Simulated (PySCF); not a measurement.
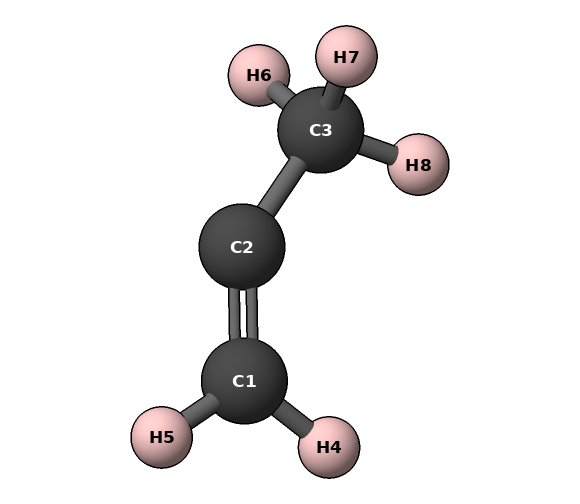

The questions are on Mulliken spin populations. The species is neutral and a spin doublet. Computed geometry: GFN2-xTB optimisation. No frequency run is at hand to confirm it as a minimum. Level of theory: UKS B3LYP, pcH-1 on C H, non-relativistic (PySCF 2.14.0).

Which atom carries the largest spin population?

C2 (0.98 e).

Which atom has the lowest spin population?

C1 (−0.16 e); a negative value comes from spin polarisation.

List the Mulliken spin populations.

```
atom  value (e)
  C1      −0.16
  C2       0.98
  C3      −0.05
  H4       0.10
  H5       0.04
  H6       0.01
  H7       0.01
  H8       0.07
```

Mulliken values depend strongly on the basis set.
